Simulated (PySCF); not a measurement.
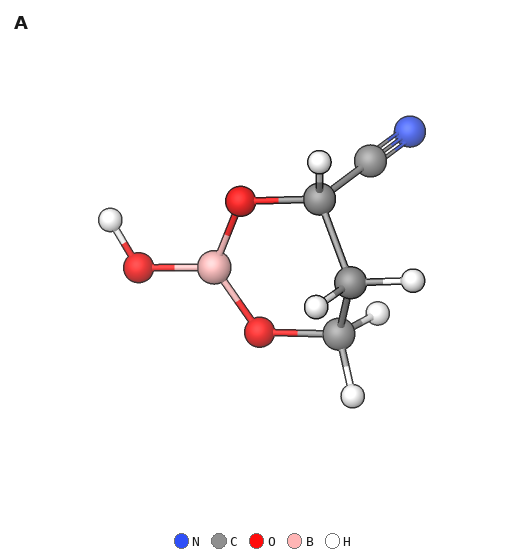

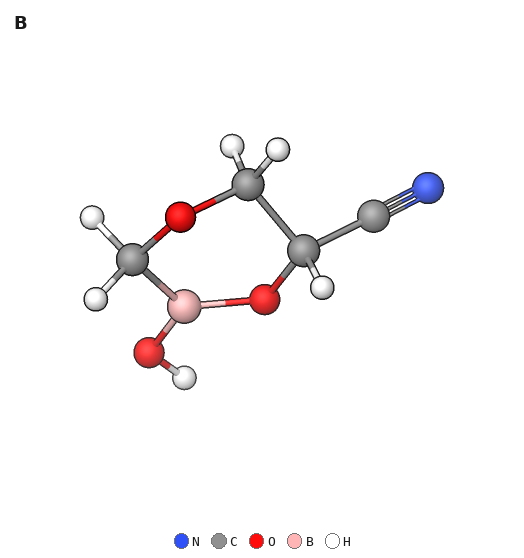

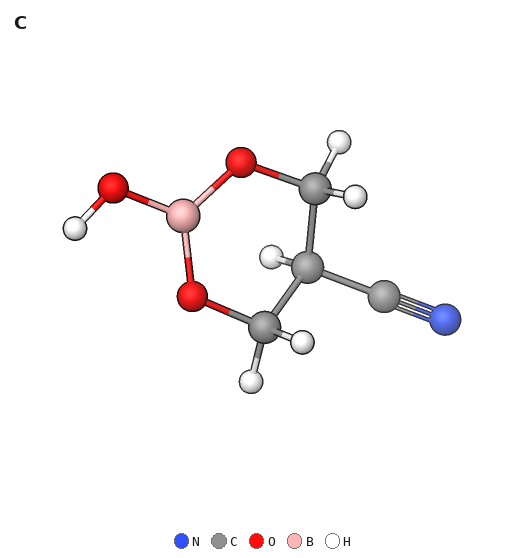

3 stationary structures of one formula. Geometries: GFN2-xTB. Electronic energies: ωB97X-D/def2-SVPD (PySCF 2.14.0), without zero-point energy. No frequency run is at hand to confirm each as a minimum.

Question: Which is lowest in energy, and by how much?

Answer: C is lowest; A lies 0.064 eV above it, B lies 1.702 eV above it. A is `N#C[C@@H]1CCOB(O)O1`, B is `N#C[C@H]1COCB(O)O1`, C is `N#CC1COB(O)OC1`.

The geometry is semi-empirical. Around B such bond lengths and angles can be off by a tenth of an ångström or more and by several degrees, and values that hang on the shape move with them.
